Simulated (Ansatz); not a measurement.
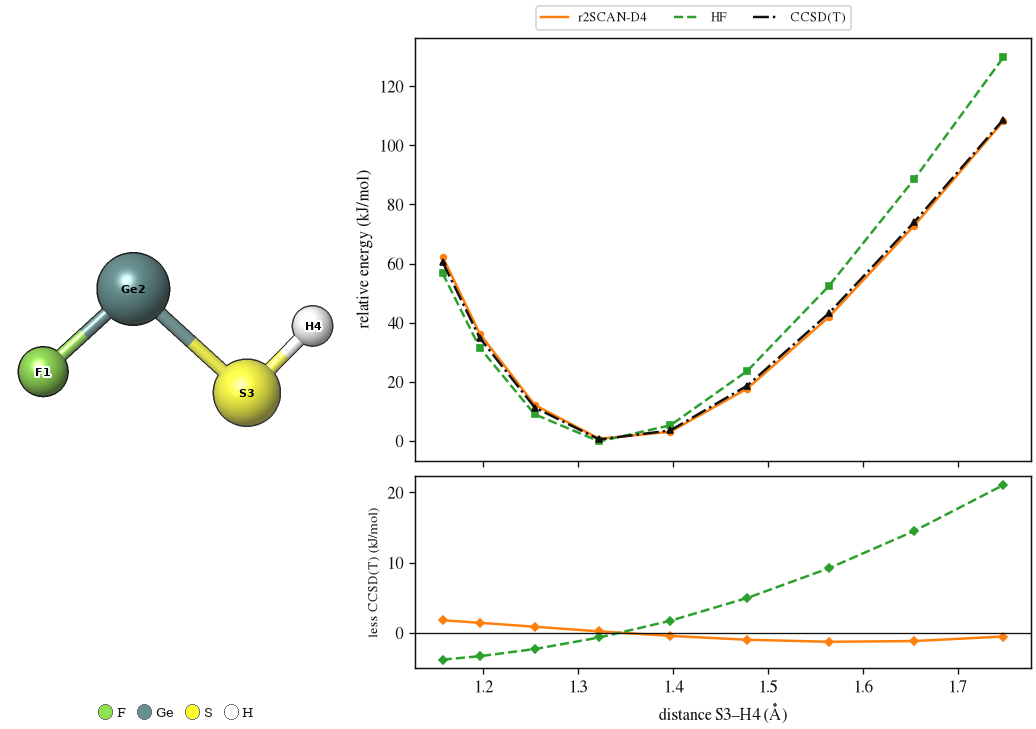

Rigid scan of the stretch S3–H4 in GeHSF, SMILES [F][Ge][SH], singlet. The Ansatz code 0.2.0, def2-TZVPP, cores frozen in correlated methods. A stretch is scanned from the minimum (PBE0-D4/def2-TZVP); energies less that of the minimum at the same level. On heavy atoms the filled d shell below the valence is correlated. Straight lines join the computed points.

Q: How far can the coupled-cluster curve be trusted along the scan?

A: The calculation's T1 diagnostic reaches at most 0.016 (at 1.75 Å), under the customary mark of 0.02, so it gives no sign of multireference character.

Q: Which curve follows CCSD(T) best, and which worst?

A: Best r2SCAN-D4, worst HF; largest departures: r2SCAN-D4 1.8, HF 21.1 kJ/mol. CCSD(T) is in the same finite basis, not at its limit.

Q: Give the values at the computed points.

A: In kJ/mol:
| distance S3–H4 (Å) | r2SCAN-D4 | HF | CCSD(T) |
| --- | --- | --- | --- |
| 1.16 | 62.2 | 56.6 | 60.5 |
| 1.20 | 36.3 | 31.5 | 34.9 |
| 1.25 | 12.2 | 9.0 | 11.3 |
| 1.32 | 0.7 | −0.2 | 0.5 |
| 1.40 | 3.1 | 5.3 | 3.5 |
| 1.48 | 17.7 | 23.6 | 18.7 |
| 1.56 | 41.9 | 52.4 | 43.2 |
| 1.65 | 72.8 | 88.5 | 74.0 |
| 1.75 | 108.2 | 129.8 | 108.7 |

Caveats: no scalar relativity up to krypton.
